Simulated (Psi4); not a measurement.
# AlNH2Cl (SMILES [NH2][Al][Cl]) at UDSD-PBEP86/aug-cc-pVDZ (density fitting for correlation)

What is the vertical electron affinity of AlNH2Cl at UDSD-PBEP86/aug-cc-pVDZ (density fitting for correlation)? 

The calculation is run with Psi4 1.11.

2 further runs of the same task are left out: 2 set aside as unsound or not needed.

## (1) Starting point

AlNH2Cl: 5 atoms, total charge 0, spin state doublet. SMILES: `[NH2][Al][Cl]`. Geometry: relaxed at PBE0-D4/def2-TZVP. This is one conformer, not always the lowest.

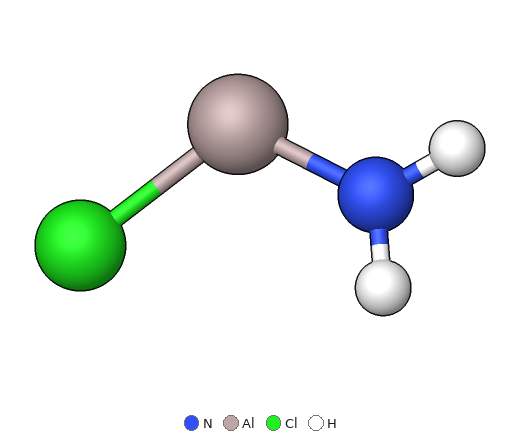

Viewed from a chosen angle; nitrogen blue, aluminium light grey, chlorine green, hydrogen white.

## (2) The energy at UDSD-PBEP86/aug-cc-pVDZ (density fitting for correlation)

calc.in

```
memory 2200 mb

molecule mol {
  0 2
  N     -1.03821553     0.87248655    -0.43841646
  Al     0.76080374    -0.55104414     1.98251168
  Cl     3.60370772    -3.11748119     0.83299128
  H     -2.44454971     2.12272936    -0.15779213
  H     -0.78725990     0.53422558    -2.29771799
  units bohr
  symmetry c1
}

set globals {
  basis                aug-cc-pVDZ
  reference            uks
  puream               true
  e_convergence        1e-09
  d_convergence        1e-08
  scf_type             pk
  dft_radial_points    99
  dft_spherical_points 590
  num_frozen_docc      11
  maxiter              100
}

energy_value, wavefunction = energy('dsd-pbep86', return_wfn=True)
```

Started as:

```sh
$ psi4 calc.in calc.out -n 1
```

calc.out, shortened:

```text
[...]
  Running in c1 symmetry.
[...]
  Nuclear repulsion =  119.524169408045751
[...]
  Multiplicity = 2
[...]
  Nalpha       = 20
  Nbeta        = 19
[...]
    Number of basis functions: 95
[...]
   @UKS iter   1:  -757.54002770763771   -5.07187e-01   7.01076e-03 DIIS/ADIIS
[...]
   @UKS iter  14:  -757.75036121184644   -3.29692e-12   3.18369e-09 DIIS
[...]
   @S^2 Observed:                7.524793757E-01
[...]
    Orbital Energies [Eh]
    ---------------------
    Alpha Occupied:
       1A   -103.660744     2A    -57.670824     3A    -15.118664
       4A    -10.162678     5A     -7.727515     6A     -7.723541
       7A     -7.723534     8A     -4.675782     9A     -3.069628
      10A     -3.067797    11A     -3.066088    12A     -1.034018
      13A     -0.985656    14A     -0.603397    15A     -0.566898
      16A     -0.482881    17A     -0.422334    18A     -0.420190
      19A     -0.367439    20A     -0.291844
    Alpha Virtual:
      21A      0.008877    22A      0.019458    23A      0.026270
      24A      0.034157    25A      0.047643    26A      0.062683
[...]
  @UKS Final Energy:  -757.75036121184644
   => Energetics <=
    Nuclear Repulsion Energy =            119.5241694080457506
    One-Electron Energy =               -1286.2527588135201313
    Two-Electron Energy =                 424.4726431547625225
    DFT Exchange-Correlation Energy =     -15.4944149611347051
    Empirical Dispersion Energy =           0.0000000000000000
    VV10 Nonlocal Energy =                  0.0000000000000000
    Total Energy =                       -757.7503612118465526
[...]
 Multipole Moments:
 ------------------------------------------------------------------------------------
     Multipole            Electronic (a.u.)      Nuclear  (a.u.)        Total (a.u.)
 ------------------------------------------------------------------------------------
 L = 1.  Multiply by 2.5417464519 to convert [e a0] to [Debye]
 Dipole X            :          3.0423210           -3.7462745           -0.7039534
 Dipole Y            :         -2.5005393            3.1189524            0.6184131
 Dipole Z            :          2.6276047           -2.6086102            0.0189945
 Magnitude           :                                                    0.9372011
[...]
```

Run time: 18 s. Hardware: 1 thread of Intel Xeon 6975P-C (Granite Rapids), shared host; peak memory 1.2 GiB.

## (3) The singlet anion

calc.inp

```
memory 2200 mb

molecule {
  -1 1
  N     -1.03821553     0.87248655    -0.43841646
  Al     0.76080374    -0.55104414     1.98251168
  Cl     3.60370772    -3.11748119     0.83299128
  H     -2.44454971     2.12272936    -0.15779213
  H     -0.78725990     0.53422558    -2.29771799
  units bohr
  symmetry c1
  no_reorient
  no_com
}

set globals {
  basis aug-cc-pVDZ
  reference rks
  puream true
  e_convergence 1e-09
  d_convergence 1e-08
  scf_type pk
  dft_radial_points 99
  dft_spherical_points 590
  num_frozen_docc 11
}

e_tot, wfn = energy('dsd-pbep86', return_wfn=True)
```

Started as:

```sh
$ psi4 -n 1 calc.inp calc.out
```

calc.out, shortened:

```text
[...]
  Running in c1 symmetry.
[...]
  Nuclear repulsion =  119.524169408045751
[...]
  Multiplicity = 1
[...]
  Nalpha       = 20
  Nbeta        = 20
[...]
    Number of basis functions: 95
[...]
   @RKS iter   1:  -757.50478956680911   -4.71949e-01   7.63902e-03 ADIIS/DIIS
[...]
   @RKS iter  12:  -757.77527055898645   -1.45519e-11   5.42693e-09 DIIS
[...]
    Orbital Energies [Eh]
    ---------------------
    Doubly Occupied:
       1A   -103.479181     2A    -57.434413     3A    -14.935126
       4A     -9.982550     5A     -7.545848     6A     -7.543862
       7A     -7.543555     8A     -4.439328     9A     -2.832451
      10A     -2.831678    11A     -2.830189    12A     -0.854997
      13A     -0.806557    14A     -0.426849    15A     -0.372285
      16A     -0.297728    17A     -0.248307    18A     -0.244611
      19A     -0.189061    20A     -0.025889
[...]
  @RKS Final Energy:  -757.77527055898645
   => Energetics <=
    Nuclear Repulsion Energy =            119.5241694080457506
    One-Electron Energy =               -1293.8269873138694948
    Two-Electron Energy =                 432.0772490774352832
    DFT Exchange-Correlation Energy =     -15.5497017305978744
    Empirical Dispersion Energy =           0.0000000000000000
    VV10 Nonlocal Energy =                  0.0000000000000000
    Total Energy =                       -757.7752705589864490
[...]
 Multipole Moments:
 ------------------------------------------------------------------------------------
     Multipole            Electronic (a.u.)      Nuclear  (a.u.)        Total (a.u.)
 ------------------------------------------------------------------------------------
 L = 1.  Multiply by 2.5417464519 to convert [e a0] to [Debye]
 Dipole X            :        -61.9427898           60.6541615           -1.2886283
 Dipole Y            :         52.3570109          -51.3963933            0.9606176
 Dipole Z            :        -37.2280956           34.4090783           -2.8190173
 Magnitude           :                                                    3.2450282
[...]
```

Wall time 12 s (1 thread of Intel Xeon 6975P-C (Granite Rapids), shared host); peak memory 1.2 GiB.

## (4) Results

Level: UDSD-PBEP86/aug-cc-pVDZ (density fitting for correlation), 11 core orbitals frozen.

| quantity | value |
| --- | --- |
| doublet AlNH2Cl: total energy | -757.94849 Eh |
| doublet AlNH2Cl: HOMO energy (SCF part's orbitals) (highest over α and β) | -7.94 eV |
| doublet AlNH2Cl: LUMO energy (SCF part's orbitals) (lowest over α and β) | -0.91 eV |
| doublet AlNH2Cl: ⟨S²⟩ | 0.752 |
| singlet anion: total energy | -757.99098 Eh |
| singlet anion: HOMO energy (SCF part's orbitals) | -0.70 eV |
| singlet anion: LUMO energy (SCF part's orbitals) | 3.26 eV |
| singlet anion: HOMO–LUMO gap (to an unbound level, set by the basis) | 3.96 eV |
| vertical electron affinity (to the singlet anion) | 1.156 eV |

In words: At fixed nuclei the extra electron is bound by 1.16 eV (27 kcal/mol).
